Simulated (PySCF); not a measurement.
# C7H10N2: excited states, first hyperpolarisability

Aim: compute the excited states, first hyperpolarisability of C7H10N2 (`CNc1ccc(N)cc1`).

Programs: PySCF 2.14.0, with routines of our own; each step states its level. All values are computed. Atoms count from 0.

## (1) The starting structure

19 atoms, charge 0, multiplicity 1; geometry from: GFN2-xTB.

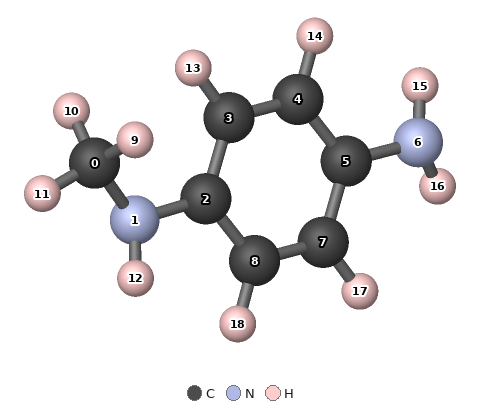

The starting geometry (carbon dark grey, nitrogen light blue, hydrogen pink).

## (2) Relaxing the molecule at PBE0-D3(BJ)/def2-SVP

The job: settings as JSON, then the geometry in Å.

```
{"job": {"xc": "PBE0", "basis": "def2-SVP", "d3": "d3bj", "grid": 2, "kind": "geom"}, "charge": 0, "multiplicity": 1}
C     -2.956118     0.148661    -0.899003
N     -2.183425    -0.135772     0.285351
C     -0.797228    -0.051484     0.277196
C     -0.043514    -0.110176    -0.893653
C      1.337340    -0.100690    -0.845832
C      2.016051    -0.027536     0.366619
N      3.405116     0.062896     0.403764
C      1.264330     0.033317     1.538587
C     -0.113235     0.025734     1.492251
H     -2.757673     1.146454    -1.313497
H     -2.736605    -0.594807    -1.666404
H     -4.013814     0.077701    -0.651557
H     -2.593307     0.218911     1.137472
H     -0.530728    -0.167805    -1.854058
H      1.902109    -0.145235    -1.766850
H      3.874557    -0.310686    -0.407039
H      3.825781    -0.228485     1.272871
H      1.770072     0.093404     2.492207
H     -0.679514     0.074850     2.412382
```

Command:

```sh
$ OMP_NUM_THREADS=1 python excited_run.py task.json out
```

One launch serves the whole session: the jobs run in the order shown.

Log:

```text
step   0  E = -381.55985320  max force = 0.012732
step   1  E = -381.56158443  max force = 0.001903
step   2  E = -381.56162377  max force = 0.000728
step   3  E = -381.56163083  max force = 0.001169
step   4  E = -381.56164484  max force = 0.000549
step   5  E = -381.56164475  max force = 0.000724
step   6  E = -381.56164915  max force = 0.000174
optimisation converged
```

Run time: 88 s. Hardware: 1 thread of Arm Neoverse V2, shared host; peak memory 0.9 GiB.

Step by step:

```
step  energy from step 0 (eV)  largest force component (eV/Å)
   0                   0.0000                          0.6547
   1                  -0.0471                          0.0979
   2                  -0.0482                          0.0374
   3                  -0.0484                          0.0601
   4                  -0.0488                          0.0282
   5                  -0.0488                          0.0372
   6                  -0.0489                          0.0089
```

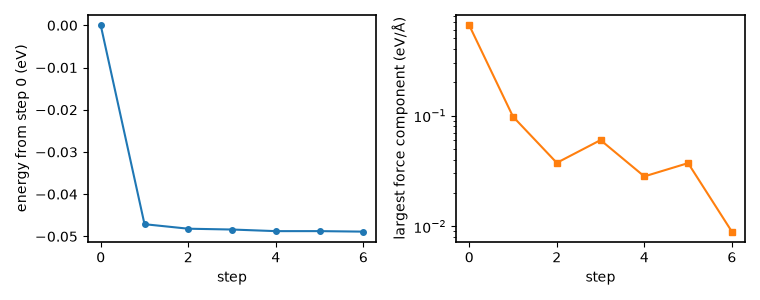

Energy and force, step by step.

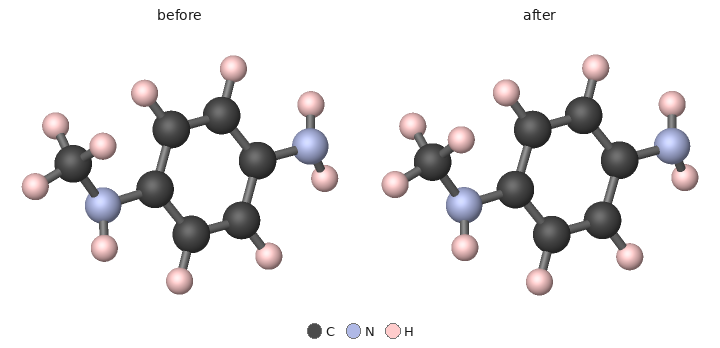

The geometry before (left) and after (right).

Distances of close pairs at the start and the end, largest changes first:

```
  bond  before (Å)  after (Å)  change (Å)
C7–H17       1.081      1.094      +0.013
C4–H14       1.081      1.094      +0.013
C8–H18       1.082      1.094      +0.013
C3–H13       1.078      1.091      +0.013
C0–H10       1.091      1.103      +0.012
 C3–C4       1.382      1.394      +0.012
 C0–H9       1.099      1.110      +0.011
 C5–C7       1.394      1.404      +0.010
```

The end geometry stands in the next job.

```
                         at the end point                value
  point group (found at 0.08 Å tolerance)                   C1
rotational constants (GHz, main isotopes)  4.799, 0.971, 0.814
                        dipole moment (D)                 0.54
```

## (3) Excited states: TDA CAM-B3LYP/aug-cc-pVDZ

The job: settings as JSON, then the geometry in Å.

```
{"job": {"kind": "states", "xc": "CAM-B3LYP", "basis": "aug-cc-pVDZ", "tda": true, "soc": true, "nstates": 6, "ntriplets": 5, "nquad": 4}, "charge": 0, "multiplicity": 1}
C     -2.902804     0.045651    -0.960280
N     -2.154491    -0.150227     0.245766
C     -0.768289    -0.095526     0.251809
C     -0.004097    -0.124187    -0.924449
C      1.388739    -0.111201    -0.878854
C      2.083092    -0.056361     0.334712
N      3.474025     0.020022     0.375686
C      1.317431    -0.016992     1.511092
C     -0.069135    -0.039754     1.470228
H     -2.684116     1.004332    -1.475281
H     -2.709245    -0.765763    -1.682038
H     -3.976799     0.019348    -0.729239
H     -2.584492     0.218827     1.082828
H     -0.495075    -0.161101    -1.898071
H      1.950201    -0.133878    -1.817535
H      3.939663    -0.370843    -0.434372
H      3.888207    -0.323505     1.233773
H      1.822803     0.034268     2.479969
H     -0.631836    -0.019686     2.408403
```

With the program's defaults for keys left out, this is: TDA CAM-B3LYP/aug-cc-pVDZ excited states, vertical, gas phase, spin-orbit mean-field couplings.

Log:

```text
coarse grid: 15928 points
cycle   1  E = -382.0218938140  dE =  1.776e+00  |g| = 4.069e-01  |ddm| = 6.482e+01
cycle   2  E = -382.0452558770  dE = -2.336e-02  |g| = 3.237e-01  |ddm| = 6.399e+00
cycle   3  E = -382.0694646430  dE = -2.421e-02  |g| = 3.864e-02  |ddm| = 2.183e+00
cycle   4  E = -382.0697652570  dE = -3.006e-04  |g| = 1.976e-02  |ddm| = 4.162e-01
cycle   5  E = -382.0698541788  dE = -8.892e-05  |g| = 5.210e-03  |ddm| = 1.553e-01
cycle   6  E = -382.0698610995  dE = -6.921e-06  |g| = 1.292e-03  |ddm| = 3.313e-02
final grid: 154160 points
cycle   7  E = -382.0997407467  dE = -3.473e-05  |g| = 4.358e-03  |ddm| = 9.077e-01
cycle   8  E = -382.0997415563  dE = -8.096e-07  |g| = 4.189e-03  |ddm| = 1.193e-01
cycle   9  E = -382.0997456853  dE = -4.129e-06  |g| = 5.696e-04  |ddm| = 2.464e-02
cycle  10  E = -382.0997457562  dE = -7.094e-08  |g| = 2.587e-04  |ddm| = 6.395e-03
cycle  11  E = -382.0997457745  dE = -1.822e-08  |g| = 4.578e-05  |ddm| = 3.433e-03
cycle  12  E = -382.0997457750  dE = -4.974e-10  |g| = 1.972e-05  |ddm| = 5.366e-04
converged SCF energy = -382.0997457750

Singlet excitations
state   eV       nm        f     d(h-e)  d(exc)  Lambda  PR(NTO)  |dmu|/D   mu/D   main configurations
  1   4.2169   294.0   0.00902   0.613   4.746   0.270   1.082    2.684    2.637   H->L 0.81
  2   4.3091   287.7   0.04951   0.916   3.934   0.409   1.159    3.970    4.307   H->L+3 0.45, H->L+1 0.26
  3   4.4265   280.1   0.01772   0.850   4.680   0.318   1.135    3.654    3.321   H->L+1 0.58, H->L+3 0.22
  4   4.7380   261.7   0.00333   1.285   5.284   0.209   1.036    5.157    5.100   H->L+2 0.86
  5   5.0873   243.7   0.00389   1.011   5.305   0.328   1.075                     H->L+5 0.53, H->L+4 0.23, H->L+3 0.12
  6   5.1117   242.5   0.11017   0.715   4.685   0.321   1.144                     H->L+4 0.25, H->L+6 0.24, H->L+5 0.16

Triplet excitations (Tamm-Dancoff)
state   eV     d(h-e)  d(exc)  Lambda  PR(NTO)   main configurations
  1   3.2372   0.137   3.028   0.531   1.012   H->L+3 0.77, H->L+5 0.10
  2   3.6208   0.175   2.988   0.430   1.266   H->L+9 0.33, H->L+8 0.16, H->L+7 0.12
  3   4.1867   0.666   4.784   0.250   1.106   H->L 0.84
  4   4.3380   0.675   4.834   0.257   1.229   H->L+1 0.76
  5   4.5470   0.049   2.864   0.616   1.427   H-1->L+3 0.63, H-1->L+5 0.08
S1 - T1 = 0.9796 eV

Spin-orbit couplings |<S|Hso|T>| (cm-1)
             T1       T2       T3       T4       T5
S0        0.306    0.742    4.935    3.903    0.955
S1        0.261    1.099    0.262    0.624    0.475
S2        0.792    1.743    0.547    1.112    0.639
S3        1.144    1.594    0.171    0.326    0.412
S4        1.343    2.454    0.686    1.095    0.647
S5        0.549    0.634    1.374    0.935    0.289
S6        2.643    2.203    1.509    1.200    0.908
T1 sublevels (cm-1): 0.000 0.000 0.000   radiative rates (1/s): 1.12 0.132 0.0127
```

Run time: 80 s. Hardware: 1 thread of Arm Neoverse V2, shared host; peak memory 1.3 GiB.

Key values:

```
  quantity    value
S1 less T1  0.98 eV
```

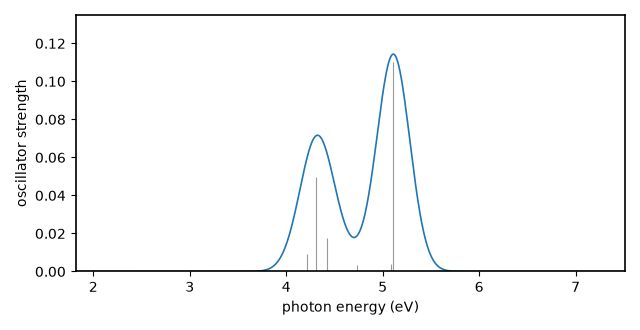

Absorption lines of the singlets. Lines are broadened to a width of 0.40 eV (Gaussian).

The fields below are evaluated on a grid from the run's orbitals.

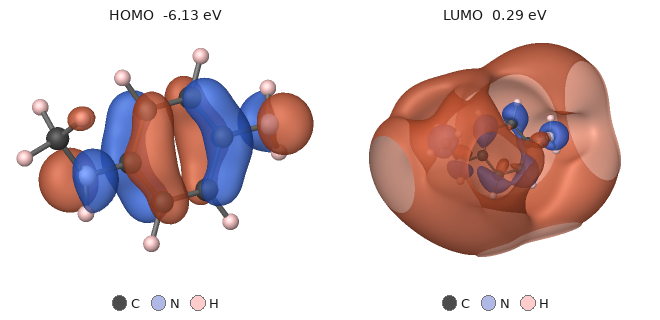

Frontier orbitals at CAM-B3LYP/aug-cc-pVDZ; each surface holds 70 % of the orbital's density, blue and red mark the sign. The LUMO is diffuse and is cut off by the edge of the grid.

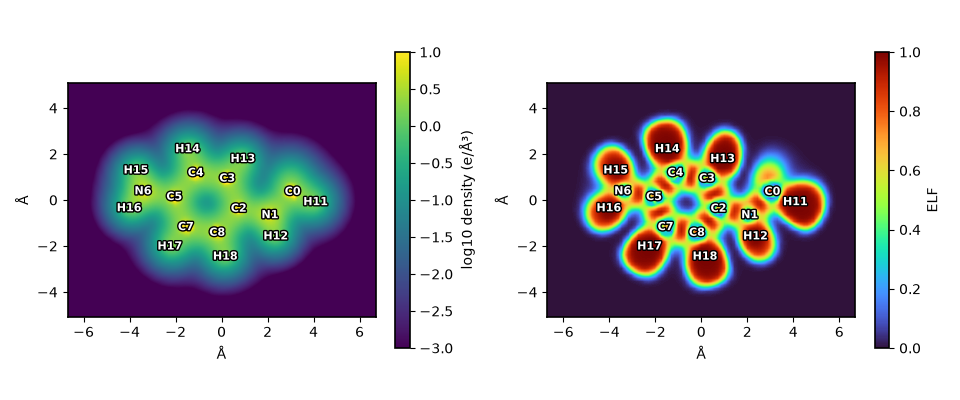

Density (left) and ELF (right) in a plane through or near 17 of the atoms.

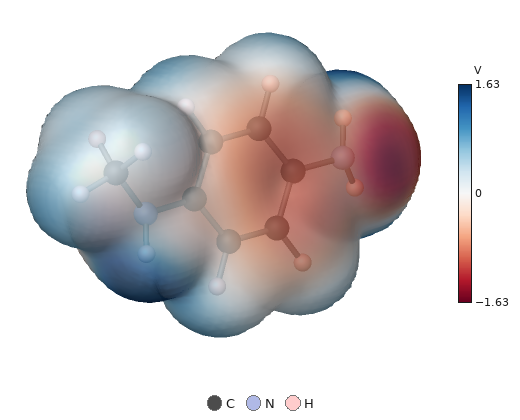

The potential that a unit positive charge feels on the 0.002 e/bohr³ surface, from the 1st to the 99th percentile, from -1.35 V near N6 to 1.63 V near H12.

## (4) Excited states: TDDFT CAM-B3LYP/aug-cc-pVDZ

The job, as its differences from that of step 3:

```diff
@@ -1,2 +1,2 @@
-{"job": {"kind": "states", "xc": "CAM-B3LYP", "basis": "aug-cc-pVDZ", "tda": true, "soc": true, "nstates": 6, "ntriplets": 5, "nquad": 4}, "charge": 0, "multiplicity": 1}
+{"job": {"kind": "states", "xc": "CAM-B3LYP", "basis": "aug-cc-pVDZ", "tpa": true, "nstates": 8, "nquad": 6, "ntriplets": 0}, "charge": 0, "multiplicity": 1}
 C     -2.902804     0.045651    -0.960280
```

Level: TDDFT CAM-B3LYP/aug-cc-pVDZ excited states, vertical, gas phase, two-photon moments by quadratic response.

Log:

```text
coarse grid: 15928 points
cycle   1  E = -382.0218938140  dE =  1.776e+00  |g| = 4.069e-01  |ddm| = 6.482e+01
cycle   2  E = -382.0452558770  dE = -2.336e-02  |g| = 3.237e-01  |ddm| = 6.399e+00
cycle   3  E = -382.0694646430  dE = -2.421e-02  |g| = 3.864e-02  |ddm| = 2.183e+00
cycle   4  E = -382.0697652570  dE = -3.006e-04  |g| = 1.976e-02  |ddm| = 4.162e-01
cycle   5  E = -382.0698541788  dE = -8.892e-05  |g| = 5.210e-03  |ddm| = 1.553e-01
cycle   6  E = -382.0698610995  dE = -6.921e-06  |g| = 1.292e-03  |ddm| = 3.313e-02
final grid: 154160 points
cycle   7  E = -382.0997407467  dE = -3.473e-05  |g| = 4.358e-03  |ddm| = 9.077e-01
cycle   8  E = -382.0997415563  dE = -8.096e-07  |g| = 4.189e-03  |ddm| = 1.193e-01
cycle   9  E = -382.0997456853  dE = -4.129e-06  |g| = 5.696e-04  |ddm| = 2.464e-02
cycle  10  E = -382.0997457562  dE = -7.094e-08  |g| = 2.587e-04  |ddm| = 6.395e-03
cycle  11  E = -382.0997457745  dE = -1.822e-08  |g| = 4.578e-05  |ddm| = 3.433e-03
cycle  12  E = -382.0997457750  dE = -4.974e-10  |g| = 1.972e-05  |ddm| = 5.366e-04
converged SCF energy = -382.0997457750

Singlet excitations
state   eV       nm        f     d(h-e)  d(exc)  Lambda  PR(NTO)  |dmu|/D   mu/D   delta(TPA)   sigma/GM   main configurations
  1   4.1395   299.5   0.04388   0.377   3.480   0.468   1.214    1.568    1.532        5.65      0.035   H->L+3 0.64, H->L 0.12, H->L+5 0.09
  2   4.2347   292.8   0.01172   1.100   4.767   0.274   1.079    4.952    5.193       46.91      0.308   H->L 0.76, H->L+3 0.08
  3   4.4010   281.7   0.00391   0.889   4.976   0.254   1.110    3.792    3.492       90.96      0.645   H->L+1 0.76
  4   4.7349   261.9   0.00345   1.301   5.288   0.207   1.036    5.221    5.161      135.90      1.116   H->L+2 0.86
  5   5.0142   247.3   0.16021   0.331   4.121   0.361   1.208    1.292    1.556       67.83      0.625   H->L+6 0.25, H->L+9 0.21, H->L+4 0.17
  6   5.0852   243.8   0.00028   1.020   5.302   0.330   1.075    4.590    4.629       36.26      0.344   H->L+5 0.62, H->L+4 0.14, H->L+3 0.11
  7   5.2105   238.0   0.01125   0.612   5.546   0.275   1.084                                            H->L+4 0.47, H->L+6 0.19, H->L+5 0.17
  8   5.4542   227.3   0.11224   2.490   5.220   0.326   1.075                                            H->L+6 0.47, H->L+9 0.16, H->L+7 0.12
```

It took 89 s on 1 thread of Arm Neoverse V2, shared host; peak memory 1.3 GiB.

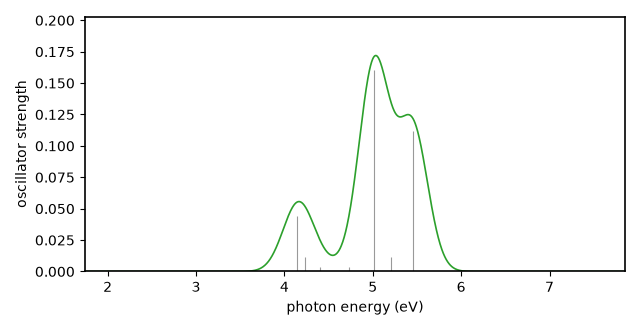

Absorption lines of the singlets. Lines are broadened to a width of 0.40 eV (Gaussian).

## (5) First hyperpolarisability: quadratic response CAM-B3LYP/aug-cc-pVDZ

The job, as its differences from that of step 4:

```diff
@@ -1,2 +1,2 @@
-{"job": {"kind": "states", "xc": "CAM-B3LYP", "basis": "aug-cc-pVDZ", "tpa": true, "nstates": 8, "nquad": 6, "ntriplets": 0}, "charge": 0, "multiplicity": 1}
+{"job": {"kind": "beta", "xc": "CAM-B3LYP", "basis": "aug-cc-pVDZ"}, "charge": 0, "multiplicity": 1}
 C     -2.902804     0.045651    -0.960280
```

Level: quadratic response CAM-B3LYP/aug-cc-pVDZ first hyperpolarisability, Taylor convention, gas phase.

Log:

```text
coarse grid: 15928 points
cycle   1  E = -382.0218938140  dE =  1.776e+00  |g| = 4.069e-01  |ddm| = 6.482e+01
cycle   2  E = -382.0452558770  dE = -2.336e-02  |g| = 3.237e-01  |ddm| = 6.399e+00
cycle   3  E = -382.0694646430  dE = -2.421e-02  |g| = 3.864e-02  |ddm| = 2.183e+00
cycle   4  E = -382.0697652570  dE = -3.006e-04  |g| = 1.976e-02  |ddm| = 4.162e-01
cycle   5  E = -382.0698541788  dE = -8.892e-05  |g| = 5.210e-03  |ddm| = 1.553e-01
cycle   6  E = -382.0698610995  dE = -6.921e-06  |g| = 1.292e-03  |ddm| = 3.313e-02
final grid: 154160 points
cycle   7  E = -382.0997407467  dE = -3.473e-05  |g| = 4.358e-03  |ddm| = 9.077e-01
cycle   8  E = -382.0997415563  dE = -8.096e-07  |g| = 4.189e-03  |ddm| = 1.193e-01
cycle   9  E = -382.0997456853  dE = -4.129e-06  |g| = 5.696e-04  |ddm| = 2.464e-02
cycle  10  E = -382.0997457562  dE = -7.094e-08  |g| = 2.587e-04  |ddm| = 6.395e-03
cycle  11  E = -382.0997457745  dE = -1.822e-08  |g| = 4.578e-05  |ddm| = 3.433e-03
cycle  12  E = -382.0997457750  dE = -4.974e-10  |g| = 1.972e-05  |ddm| = 5.366e-04
converged SCF energy = -382.0997457750

Lowest singlets (eV, f): 4.1395 0.0439  4.2347 0.0117  4.4010 0.0039

First hyperpolarisability (au)
process     nm      |vector|   parallel      HRS      DR
static         -      130.29      59.31      61.48   3.538
shg       1907.0      141.65      65.22      67.27   3.452
eope      1907.0      133.92      61.18          -       -
shg       1064.0      173.17      82.14      83.68   3.228
eope      1064.0      142.51      65.67          -       -
```

Run time: 74 s. Hardware: 1 thread of Arm Neoverse V2, shared host; peak memory 1.3 GiB.

## (6) Results

| quantity | value |
| --- | --- |
| point group | C1 |
| rotational constants (main isotopes) | 4.80, 0.97, 0.81 GHz |
| S1 less T1 (step 3, TDA CAM-B3LYP/aug-cc-pVDZ) | 0.98 eV |
| surface potential, 1st and 99th percentile | -1.35 V and 1.63 V |
| β vector (step 5, quadratic response CAM-B3LYP/aug-cc-pVDZ) | static 130, SHG 1907.0 nm 142, SHG 1064.0 nm 173 au |

Relaxing lowered the energy by 0.049 eV in 6 steps; the close pair that moved most is C7–H17, from 1.081 to 1.094 Å. In step 3, the number of triplets below S1 is 3, and the largest singlet-triplet spin-orbit coupling is S0–T3, 4.93 cm⁻¹. β grows from 130 au (static) to 173 au for doubling at 1064.0 nm: normal dispersion, which grows as twice the photon energy moves toward the bright states.
